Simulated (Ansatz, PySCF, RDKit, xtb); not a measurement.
# Si2SbH7O: a search for the lowest isomer, part 2 of 2

Task: start from the formula Si2SbH7O, draw up candidate structures, narrow them down in stages, and characterise the one that lies lowest at 298.15 K.

xtb, Ansatz and PySCF; isolated molecules. Earlier steps stand in the parts before.

## (10) c296a at MP2/def2-TZVPP

The input, input.yaml:

```yaml
crystal:
  periodic: [false, false, false]
  atoms:
    - {symbol: O, position_ang: [-2.170491, -0.817341, 0.390820]}
    - {symbol: Sb, position_ang: [-0.573183, -3.310256, 2.399891]}
    - {symbol: Si, position_ang: [-0.987720, 0.255396, -0.062365]}
    - {symbol: Si, position_ang: [-2.589444, -1.947936, 1.531185]}
    - {symbol: H, position_ang: [0.315244, -0.451926, -0.242766]}
    - {symbol: H, position_ang: [-0.822265, 1.316865, 0.976202]}
    - {symbol: H, position_ang: [-1.401459, 0.878915, -1.349912]}
    - {symbol: H, position_ang: [-3.579393, -2.879898, 0.917175]}
    - {symbol: H, position_ang: [-3.227421, -1.271209, 2.702903]}
    - {symbol: H, position_ang: [0.301473, -1.850311, 2.631418]}
    - {symbol: H, position_ang: [0.020379, -3.456921, 0.796622]}
basis:
  gaussian: {orbitals: def2-TZVPP}
correlation: {method: mp2, frozen_orbitals: {Si: 5, Sb: 4, H: 0, O: 1}}
```

The run is started by

```
$ ansatz run input.yaml --threads 2 --pin off --max-ram 4350MiB --events-out events.jsonl --progress --plain --runs-dir runs
```

Log (excerpt; [...] marks lines left out):

```text
Warning: RAYON_NUM_THREADS=2 ignored (pool sized by the plan → 2); use --threads N
Functional definition: HF
  name "HF"
[...]
1669 factors; integrals over basis functions are off by at most 1.1e-3 eV
[...]
mean field -24386.93673608 eV, -896.2033949915 hartree, gradient 4.8e-6 eV, S^2 0.000000; 0 other end points of the search recorded, 0 dependent functions left out
15 core orbitals not correlated: weight in the atoms' cores, before any rotation towards them, 1.000 or more for the frozen orbitals, at most 0.000 for the correlated occupied ones
reference -24386.93673608 eV, -896.2033949915 hartree; 18, 18 occupied and 230, 230 virtual orbitals, 1669 factors
second order -22.95224262 eV of doubles, -0.00000000 eV of singles
Total energy: -24409.88897870 eV, -897.0468743503 hartree
```

Wall time 13 s (2 threads of Intel Xeon Platinum 8259CL at 2.50GHz (Skylake/Cascade Lake), shared host); peak memory 0.72 GiB.

## (11) c900b at CCSD(T)/def2-SVP

The input, input.yaml:

```yaml
basis:
  gaussian: {orbitals: def2-SVP}
crystal:
  periodic: [false, false, false]
  atoms:
    - {symbol: O, position_ang: [-1.661287, -0.171338, 0.482505]}
    - {symbol: Sb, position_ang: [0.043269, -3.231595, 0.859824]}
    - {symbol: Si, position_ang: [-0.179650, -0.660164, 1.056649]}
    - {symbol: Si, position_ang: [-3.263889, -0.587586, 0.405969]}
    - {symbol: H, position_ang: [0.876901, -0.024040, 0.216470]}
    - {symbol: H, position_ang: [-0.014969, -0.201071, 2.469411]}
    - {symbol: H, position_ang: [-3.859613, 0.020109, -0.816044]}
    - {symbol: H, position_ang: [-3.393516, -2.077600, 0.338127]}
    - {symbol: H, position_ang: [-3.987384, -0.094603, 1.615055]}
    - {symbol: H, position_ang: [1.519650, -3.124016, 1.731551]}
    - {symbol: H, position_ang: [-0.841485, -3.440496, 2.316109]}
total_charge: 0
correlation: {method: ccsd_t, frozen_orbitals: {Si: 5, Sb: 4, H: 0, O: 1}}
```

The run is started by

```
$ ansatz run input.yaml --threads 2 --pin off --max-ram 4350MiB --events-out events.jsonl --progress --plain --runs-dir runs
```

Log (excerpt; [...] marks lines left out):

```text
Warning: RAYON_NUM_THREADS=2 ignored (pool sized by the plan → 2); use --threads N
[... 2 set-up lines as earlier in the session ...]
[...]
1150 factors; integrals over basis functions are off by at most 1.2e-3 eV
[...]
mean field -24378.19962216 eV, -895.8823119773 hartree, gradient 2.7e-6 eV, S^2 0.000000; 0 other end points of the search recorded, 0 dependent functions left out
15 core orbitals not correlated: weight in the atoms' cores, before any rotation towards them, 1.000 or more for the frozen orbitals, at most 0.000 for the correlated occupied ones
reference -24378.19962216 eV, -895.8823119773 hartree; 18, 18 occupied and 78, 78 virtual orbitals, 1150 factors
second order -13.72659232 eV of doubles, -0.00000000 eV of singles
cycle   1  -14.75890419 eV  change    -1.0e0 eV  update   1.1e-1
[...]
cycle   9  -15.39236746 eV  change   -2.5e-5 eV  update   1.8e-5
perturbative correction -0.38546382 eV, -0.0141655341 hartree
Total energy: -24393.97745344 eV, -896.4621365822 hartree
```

Run time: 18 s. Hardware: 2 threads of Intel Xeon Platinum 8259CL at 2.50GHz (Skylake/Cascade Lake), shared host; peak memory 0.55 GiB.

## (12) Free energies and the winner

Energies in kcal/mol from c296a; G adds the thermal terms to the CCSD(T)/def2-SVP + MP2/def2-TZVPP - MP2/def2-SVP energy. The columns left of the relaxed level are at the tight-binding geometries.

```csv
label,SMILES,spin,GFN2-xTB,HF/STO-3G,r2SCAN-D4/def2-SVP,PBE0-D3(BJ)/def2-SVP,HF/def2-SVP,MP2/def2-SVP,CCSD(T)/def2-SVP + MP2/def2-TZVPP - MP2/def2-SVP,G,share at equilibrium,T1
c296a,[SiH3]O[SiH2][SbH2],singlet,0.0,0.0,0.0,0.0,0.0,0.0,0.0,0.0,62.4 %,0.011
c900b,[SiH3]O[SiH2][SbH2],singlet,-1.4,1.7,0.3,0.5,0.1,0.5,0.4,0.3,37.6 %,0.011
c593b,[SiH3][O][SbH][SiH3],singlet,10.8,14.4,22.0,23.5,26.6,23.7,24.2,24.6,< 0.1 %,0.012
```

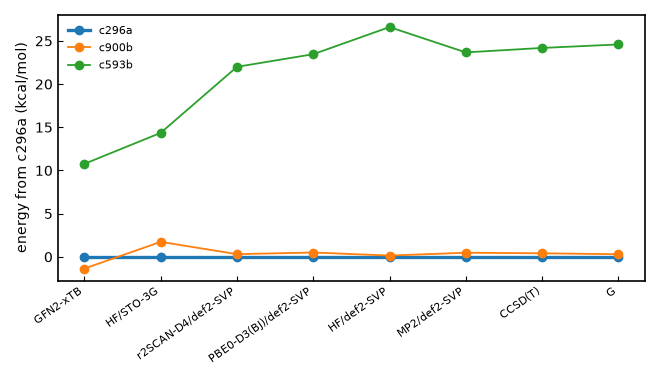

The finalists at each level, measured from c296a.

Lowest found: c296a, `[SiH3]O[SiH2][SbH2]`, a singlet of point group C1. Bond lengths: O1–Si3 1.660 Å, O1–Si4 1.660 Å, Sb2–Si4 2.584 Å, Si3–H5 1.494 Å, Si3–H6 1.494 Å, Si3–H7 1.489 Å, Si4–H8 1.492 Å, Si4–H9 1.496 Å, Sb2–H10 1.718 Å, Sb2–H11 1.716 Å. Some angles: Si3–O1–Si4 143.9°, O1–Si4–Sb2 113.2°, O1–Si3–H5 110.4°, O1–Si3–H6 110.4°, O1–Si3–H7 108.0°, O1–Si4–H8 108.1°, O1–Si4–H9 109.7°, Sb2–Si4–H8 109.1°, Sb2–Si4–H9 107.9°, Si4–Sb2–H10 89.7°.

```xyz
11

O    -2.1705   -0.8173    0.3908
Sb   -0.5732   -3.3103    2.3999
Si   -0.9877    0.2554   -0.0624
Si   -2.5894   -1.9479    1.5312
H     0.3152   -0.4519   -0.2428
H    -0.8223    1.3169    0.9762
H    -1.4015    0.8789   -1.3499
H    -3.5794   -2.8799    0.9172
H    -3.2274   -1.2712    2.7029
H     0.3015   -1.8503    2.6314
H     0.0204   -3.4569    0.7966
```

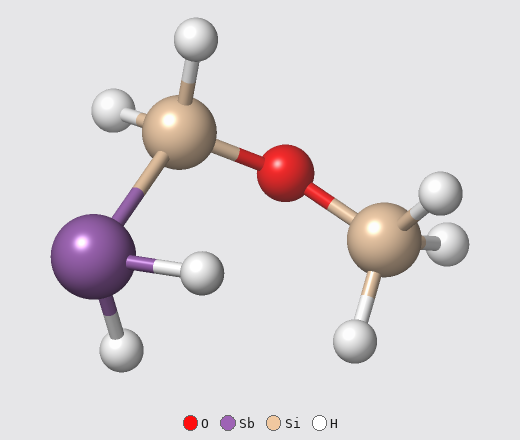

The lowest structure found, seen from a chosen angle (oxygen red, antimony purple, silicon light orange, hydrogen white).

## (13) Density, orbitals and dipole (PBE0/def2-TZVPD)

The input, input.yaml:

```yaml
crystal:
  periodic: [false, false, false]
  atoms:
    - {symbol: O, position_ang: [-2.170491, -0.817341, 0.390820]}
    - {symbol: Sb, position_ang: [-0.573183, -3.310256, 2.399891]}
    - {symbol: Si, position_ang: [-0.987720, 0.255396, -0.062365]}
    - {symbol: Si, position_ang: [-2.589444, -1.947936, 1.531185]}
    - {symbol: H, position_ang: [0.315244, -0.451926, -0.242766]}
    - {symbol: H, position_ang: [-0.822265, 1.316865, 0.976202]}
    - {symbol: H, position_ang: [-1.401459, 0.878915, -1.349912]}
    - {symbol: H, position_ang: [-3.579393, -2.879898, 0.917175]}
    - {symbol: H, position_ang: [-3.227421, -1.271209, 2.702903]}
    - {symbol: H, position_ang: [0.301473, -1.850311, 2.631418]}
    - {symbol: H, position_ang: [0.020379, -3.456921, 0.796622]}
basis:
  gaussian:
    orbitals: def2-TZVPD
hamiltonian:
  xc: {name: PBE0}
output:
  forces: true
  orbitals: {seedname: orbitals}
```

The run is started by

```
$ ansatz run input.yaml --threads 2 --pin off --max-ram 4350MiB --events-out events.jsonl --progress --plain --runs-dir runs
```

Log (excerpt; [...] marks lines left out):

```text
Warning: RAYON_NUM_THREADS=2 ignored (pool sized by the plan → 2); use --threads N
[... 2 set-up lines as earlier in the session ...]
[...]
1616 factors; their error is unknown
[...]
mean field -24448.57622190 eV, -898.4686043146 hartree, gradient 6.7e-5 eV, S^2 0.000000; 0 other end points of the search recorded, 0 dependent functions left out
[...]
reference -24448.57626469 eV, -898.4686058872 hartree; 33, 33 occupied and 212, 212 virtual orbitals, 1616 factors
[...]
Atom 6 at    -1.401459     0.878915    -1.349912 Å, force     0.004784    -0.073322     0.115346 eV/Å
Atom 7 at    -3.579393    -2.879898     0.917175 Å, force     0.074895     0.101211     0.024081 eV/Å
Atom 8 at    -3.227421    -1.271209     2.702903 Å, force     0.046418    -0.040850    -0.124314 eV/Å
Atom 9 at     0.301473    -1.850311     2.631418 Å, force    -0.045227    -0.092632    -0.003121 eV/Å
Atom 10 at     0.020379    -3.456921     0.796622 Å, force    -0.026056    -0.007142     0.097657 eV/Å
Dipole moment:     0.025597    -0.027832     0.060026 e Å
```

Wall time 14 s (2 threads of Intel Xeon Platinum 8259CL at 2.50GHz (Skylake/Cascade Lake), shared host); peak memory 0.83 GiB.

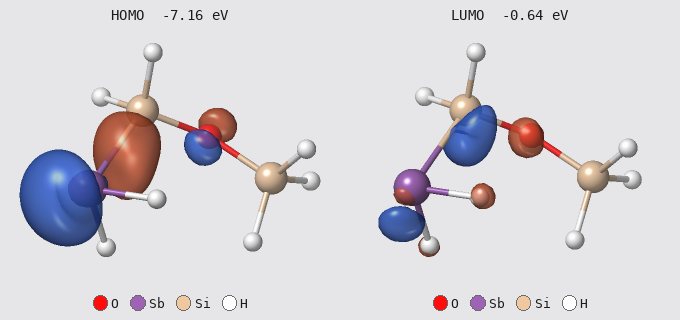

Frontier orbitals of this run, surfaces at ±0.2 Å^-3/2.

## (14) Frequencies after a tight-binding relaxation (GFN2-xTB)

The input, start.xyz:

```xyz
11
c296a
O     -2.170491    -0.817341     0.390820
Sb    -0.573183    -3.310256     2.399891
Si    -0.987720     0.255396    -0.062365
Si    -2.589444    -1.947936     1.531185
H      0.315244    -0.451926    -0.242766
H     -0.822265     1.316865     0.976202
H     -1.401459     0.878915    -1.349912
H     -3.579393    -2.879898     0.917175
H     -3.227421    -1.271209     2.702903
H      0.301473    -1.850311     2.631418
H      0.020379    -3.456921     0.796622
```

The run is started by

```
$ xtb start.xyz --gfn 2 --ohess tight
```

Log (excerpt; [...] marks lines left out):

```text
[...]
         ::                     SUMMARY                     ::
         :::::::::::::::::::::::::::::::::::::::::::::::::::::
         :: total energy             -13.398041427302 Eh    ::
         :: gradient norm              0.000795044528 Eh/a0 ::
         :: HOMO-LUMO gap              3.764112328172 eV    ::
         ::.................................................::
         :: SCC energy               -13.482699029247 Eh    ::
         :: -> isotropic ES            0.049690644635 Eh    ::
         :: -> anisotropic ES          0.001627942784 Eh    ::
         :: -> anisotropic XC          0.000990371834 Eh    ::
         :: -> dispersion             -0.009253098996 Eh    ::
         :: repulsion energy           0.084657601945 Eh    ::
         :: add. restraining           0.000000000000 Eh    ::
         :: total charge              -0.000000000000 e     ::
         :::::::::::::::::::::::::::::::::::::::::::::::::::::
[...]
          | TOTAL ENERGY              -13.398041427301 Eh   |
          | TOTAL ENTHALPY            -13.331899012985 Eh   |
          | TOTAL FREE ENERGY         -13.377970057124 Eh   |
          | GRADIENT NORM               0.000795046196 Eh/α |
[...]
```

Run time: 0.64 s. Hardware: 2 threads of Intel Xeon Platinum 8259CL at 2.50GHz (Skylake/Cascade Lake), shared host; peak memory 0.53 GiB.

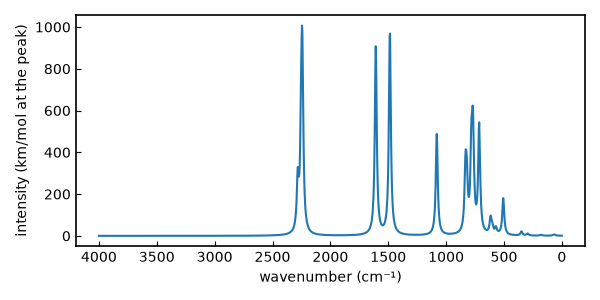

Harmonic infrared spectrum, unscaled, lines broadened by 10 cm⁻¹.

## (15) Electronic excitations (TD-PBE0/def2-SVPD)

An in-house driver calls PySCF's response routines at TD-PBE0/def2-SVPD; it has no typed input.

Log:

```text
coarse grid: 43336 points
cycle   1  E = -893.3690689908  dE = -2.097e+01  |g| = 3.399e+00  |ddm| = 1.552e+01
cycle   2  E = -787.5770832981  dE =  1.058e+02  |g| = 9.331e+00  |ddm| = 7.057e+01
cycle   3  E = -897.9115806899  dE = -1.103e+02  |g| = 1.071e+00  |ddm| = 6.959e+01
cycle   4  E = -897.8191422966  dE =  9.244e-02  |g| = 1.168e+00  |ddm| = 2.684e+00
cycle   5  E = -898.1224142588  dE = -3.033e-01  |g| = 2.948e-01  |ddm| = 1.336e+00
cycle   6  E = -898.1575304150  dE = -3.512e-02  |g| = 1.491e-01  |ddm| = 8.215e-01
cycle   7  E = -898.1629668493  dE = -5.436e-03  |g| = 6.349e-02  |ddm| = 3.419e-01
cycle   8  E = -898.1643509952  dE = -1.384e-03  |g| = 7.153e-03  |ddm| = 1.169e-01
cycle   9  E = -898.1643684434  dE = -1.745e-05  |g| = 1.102e-03  |ddm| = 1.510e-02
cycle  10  E = -898.1643688288  dE = -3.853e-07  |g| = 2.708e-04  |ddm| = 3.160e-03
final grid: 86712 points
cycle  11  E = -898.1643171922  dE = -1.040e-07  |g| = 2.758e-04  |ddm| = 6.466e-03
cycle  12  E = -898.1643171834  dE =  8.764e-09  |g| = 3.692e-04  |ddm| = 8.877e-04
cycle  13  E = -898.1643172143  dE = -3.088e-08  |g| = 5.950e-05  |ddm| = 3.994e-04
cycle  14  E = -898.1643172152  dE = -9.029e-10  |g| = 1.061e-05  |ddm| = 9.624e-05
converged SCF energy = -898.1643172152

Static polarisability (au): isotropic 104.347, principal 89.240 101.077 122.723

Singlet excitations
state   eV       nm        f      main configurations
  1   5.5493    223.4   0.01249   H->L+1 0.97
  2   5.6786    218.3   0.02729   H->L 0.74, H->L+3 0.12, H->L+2 0.08
  3   5.8994    210.2   0.03693   H->L+2 0.87
  4   6.2210    199.3   0.34077   H->L+3 0.77, H->L 0.11
  5   6.6613    186.1   0.01581   H-1->L 0.94
  6   6.8729    180.4   0.00773   H-1->L+1 0.61, H->L+5 0.21, H->L+6 0.08
  7   6.9553    178.3   0.00949   H-2->L 0.68, H-2->L+2 0.24
  8   7.0387    176.1   0.00381   H->L+4 0.63, H->L+6 0.22, H->L+5 0.09

Triplet excitations (Tamm-Dancoff, eV): 4.6242 4.8544 5.4864
```

It took 18 s on 2 threads of Intel Xeon Platinum 8259CL at 2.50GHz (Skylake/Cascade Lake), shared host; peak memory 0.67 GiB.

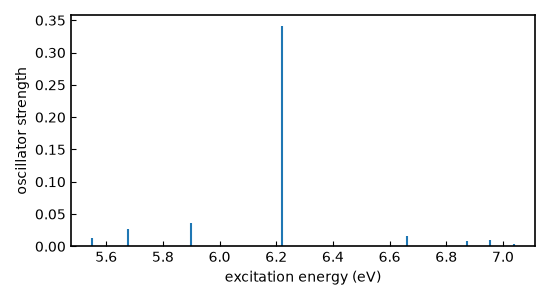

Vertical excitations as sticks.

The roots found:

```csv
excited state,energy (eV),strength
1,5.549,0.0125
2,5.679,0.0273
3,5.899,0.0369
4,6.221,0.3408
5,6.661,0.0158
6,6.873,0.0077
7,6.955,0.0095
8,7.039,0.0038
```

## (16) The cation at the same geometry (PBE0/def2-TZVPD)

input.yaml, as its differences from that of step 13:

```diff
@@ -17,6 +17,7 @@
     orbitals: def2-TZVPD
+total_charge: 1
+magnetization:
+  spin_polarized: true
+  initial_magnetization: 1
 hamiltonian:
-  xc: {name: PBE0}
-output:
-  forces: true
-  orbitals: {seedname: orbitals}
+  xc: pbe0
```

The run is started by

```
$ ansatz run input.yaml --threads 2 --pin off --max-ram 4350MiB --events-out events.jsonl --progress --plain --runs-dir runs
```

Log (excerpt; [...] marks lines left out):

```text
Warning: RAYON_NUM_THREADS=2 ignored (pool sized by the plan → 2); use --threads N
[... 2 set-up lines as earlier in the session ...]
[...]
1616 factors; their error is unknown
[...]
mean field -24439.57134433 eV, -898.1376811676 hartree, gradient 5.5e-5 eV, S^2 0.757904; 2 other end points of the search recorded, 0 dependent functions left out
reference -24439.57139005 eV, -898.1376828480 hartree; 33, 32 occupied and 212, 213 virtual orbitals, 1616 factors
Total energy: -24439.57139005 eV, -898.1376828480 hartree
```

Wall time 22 s (2 threads of Intel Xeon Platinum 8259CL at 2.50GHz (Skylake/Cascade Lake), shared host); peak memory 1 GiB.

Difference from the parent: 9.00 eV.

## (17) The anion at the same geometry (PBE0/def2-TZVPD)

input.yaml, as its differences from that of step 16:

```diff
@@ -17,3 +17,3 @@
     orbitals: def2-TZVPD
-total_charge: 1
+total_charge: -1
 magnetization:
@@ -23 +23,3 @@
   xc: pbe0
+scf:
+  lower_state_search: "off"
```

The run is started by

```
$ ansatz run input.yaml --threads 2 --pin off --max-ram 4350MiB --events-out events.jsonl --progress --plain --runs-dir runs
```

Log (excerpt; [...] marks lines left out):

```text
Warning: RAYON_NUM_THREADS=2 ignored (pool sized by the plan → 2); use --threads N
[... 2 set-up lines as earlier in the session ...]
[...]
1616 factors; their error is unknown
[...]
mean field -24447.94515403 eV, -898.4454129981 hartree, gradient 8.6e-6 eV, S^2 0.752094; 0 other end points of the search recorded, 0 dependent functions left out
reference -24447.94520315 eV, -898.4454148034 hartree; 34, 33 occupied and 211, 212 virtual orbitals, 1616 factors
Total energy: -24447.94520315 eV, -898.4454148034 hartree
Checks for a lower state left out: stability, starts, cluster_reference, orbital_swaps, neighbouring_geometries, increment
```

Wall time 20 s (2 threads of Intel Xeon Platinum 8259CL at 2.50GHz (Skylake/Cascade Lake), shared host); peak memory 0.91 GiB.

Parent less the species with the added electron: -0.63 eV. The extra electron isn't bound at this geometry, so the number measures the basis, not the molecule.

## (18) The triplet at the same geometry (PBE0/def2-TZVPD)

input.yaml, as its differences from that of step 17:

```diff
@@ -1 +1,3 @@
+basis:
+  gaussian: {orbitals: def2-TZVPD}
 crystal:
@@ -14,12 +16,3 @@
     - {symbol: H, position_ang: [0.020379, -3.456921, 0.796622]}
-basis:
-  gaussian:
-    orbitals: def2-TZVPD
-total_charge: -1
-magnetization:
-  spin_polarized: true
-  initial_magnetization: 1
-hamiltonian:
-  xc: pbe0
-scf:
-  lower_state_search: "off"
+magnetization: {spin_polarized: true, initial_magnetization: 2}
+hamiltonian: {xc: {name: PBE0}}
```

The run is started by

```
$ ansatz run input.yaml --threads 2 --pin off --max-ram 4350MiB --events-out events.jsonl --progress --plain --runs-dir runs
```

Log (excerpt; [...] marks lines left out):

```text
Warning: RAYON_NUM_THREADS=2 ignored (pool sized by the plan → 2); use --threads N
[... 2 set-up lines as earlier in the session ...]
[...]
1616 factors; their error is unknown
[...]
mean field -24444.03430213 eV, -898.3016918416 hartree, gradient 9.5e-6 eV, S^2 2.005032; 7 other end points of the search recorded, 0 dependent functions left out
reference -24444.03435628 eV, -898.3016938318 hartree; 34, 32 occupied and 211, 213 virtual orbitals, 1616 factors
Total energy: -24444.03435628 eV, -898.3016938318 hartree
```

It took 48 s on 2 threads of Intel Xeon Platinum 8259CL at 2.50GHz (Skylake/Cascade Lake), shared host; peak memory 1.1 GiB.

It lies 4.54 eV above the singlet.

## (19) Summary of results

What follows sums up all 2 parts.

| quantity | value |
| --- | --- |
| lowest structure found | [SiH3]O[SiH2][SbH2], singlet, C1 |
| next finalist | [SiH3]O[SiH2][SbH2], singlet, 0.3 kcal/mol higher in G |
| share at equilibrium, among the finalists | 62.4 % |
| funnel | 72 starts, 69 minima at GFN2-xTB, 10 screening runs, 3 relaxed, 3 ranked |
| CPU time of all runs | 67 min |
| harmonic wavenumbers, lowest and highest (PBE0-D3(BJ)/def2-SVP) | 27 and 2263 cm⁻¹ |
| rotational constants, same geometry | 0.152, 0.02822, 0.02448 cm⁻¹ |
| dipole moment (PBE0/def2-TZVPD) | 0.34 D |
| HOMO energy (PBE0/def2-TZVPD) | -7.16 eV |
| LUMO energy (PBE0/def2-TZVPD) | -0.64 eV |
| HOMO–LUMO gap (PBE0/def2-TZVPD) | 6.52 eV |
| lowest excitation (TD-PBE0/def2-SVPD) | 5.55 eV (f = 0.012) |
| strongest of the states computed, same level | 6.22 eV (f = 0.341) |
| lowest triplet excitation, same level, Tamm-Dancoff | 4.62 eV |
| vertical ionisation energy | 9.00 eV |
| vertical electron affinity | -0.63 eV (unbound: the value depends on the basis) |
| vertical triplet less singlet | +4.54 eV |

**Reading.** `[SiH3]O[SiH2][SbH2]` comes out lowest. The next finalist is drawn with the same bonds. At 0.3 kcal/mol the two aren't resolved. GFN2-xTB, HF/STO-3G, r2SCAN-D4/def2-SVP, PBE0-D3(BJ)/def2-SVP, HF/def2-SVP and MP2/def2-SVP already put its bonding pattern lowest among the structures in one piece. The largest share of the time went into the vibrations (41 %). Spin-orbit coupling, which matters for elements this heavy, is left out. One minimum inside the window was never screened. Lowest found is not proven lowest: the search is finite, and each finalist counts with one conformer. Patterns outside the rules of the enumeration were met only by chance.
